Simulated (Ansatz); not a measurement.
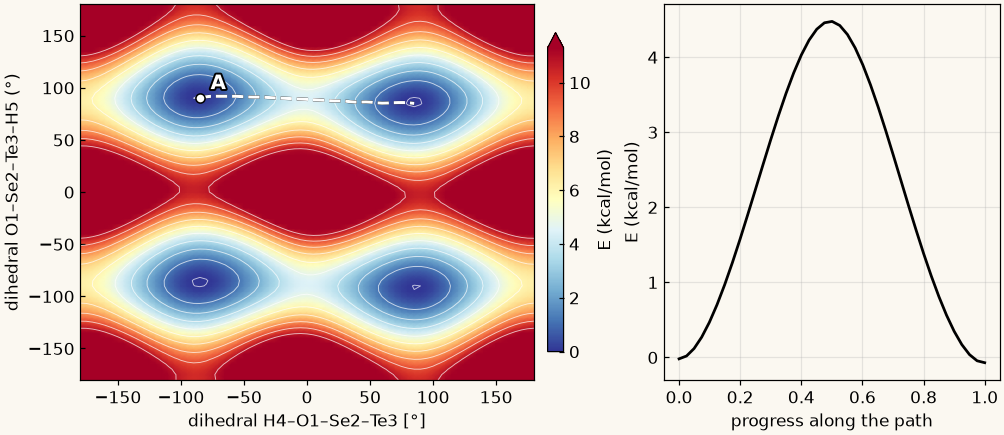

H₂OSeTe, SMILES O[Se][TeH]. The first coordinate is: dihedral H4–O1–Se2–Te3; the second: dihedral O1–Se2–Te3–H5. Nothing is relaxed (all other coordinates rigid). Grid: 8 × 8 points; 34 points were computed and 30 follow by symmetry. Points are written as (first, second). Energies are in kcal/mol, from the lowest grid point. These are results of RKS wB97M-V/def2-SVP (Ansatz 0.2.0), not measurements.

In the figure: a smooth colour map with a few white contour lines, a line along the lowest path, one colour for all values above the top of the scale, the energy along the path at the right, the start A. Between grid points the surface is interpolated.

> Describe the path and its barrier.

The easiest path leads from the well at (−90°, 90°) to a well of about the same depth at (90°, 90°). Its highest point lies about 4.5 kcal/mol above the bottom of the first well on the interpolated surface, at (0°, 90°). The start is the relaxed structure and all else is held, so a fully relaxed path at this level can only be lower.
